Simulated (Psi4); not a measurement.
Intermolecular potential of HF ··· F- (SMILES F and [F-]) (charge -1). Monomers: optimised at B3LYP-D3(BJ) (def2-TZVP), held rigid. Orientation: lowest of the rigid-body minima from ten starts at GFN2-xTB. The monomers approach along the line of their centres of mass (distance R); nothing else relaxes.

- SAPT0/jun-cc-pVDZ, frozen core (Psi4)
- MP2/aug-cc-pVTZ = DF-MP2/aug-cc-pVTZ, frozen core, counterpoise-corrected (Psi4 1.11)
- BLYP/def2-TZVPD, counterpoise-corrected (Psi4)
- wB97X-D/def2-TZVPD, counterpoise-corrected (Psi4)
- PBE/def2-TZVPD, counterpoise-corrected (Psi4)
- CCSD(T)/aug-cc-pVDZ = DF-CCSD(T)/aug-cc-pVDZ, frozen core, counterpoise-corrected (Psi4)

Cost and agreement with CCSD(T)/aug-cc-pVDZ over the 10 points of the scan, with CCSD(T)/aug-cc-pVDZ as yardstick. Costs are rough ratios of core time within Psi4 on shared cores, each with its mean field (Kohn-Sham runs search longer for lower solutions than correlated ones do); the miss is the largest difference from CCSD(T) of the interaction energy, in kJ/mol.

### Question
Which is the cheapest of these levels that stays within 10 kJ/mol of CCSD(T)/aug-cc-pVDZ?

### Answer
MP2/aug-cc-pVTZ.

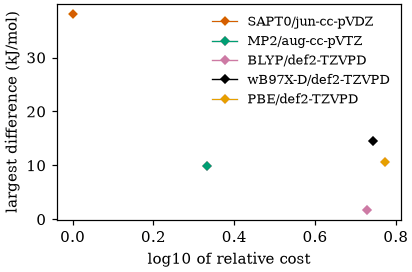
Figure: Miss against cost, one point a level.

```csv
level,relative cost,largest difference
SAPT0/jun-cc-pVDZ,1,38.08
MP2/aug-cc-pVTZ,2,9.83
BLYP/def2-TZVPD,5,1.74
wB97X-D/def2-TZVPD,6,14.61
PBE/def2-TZVPD,6,10.56
```

Costs within a factor of two of each other count as equal.
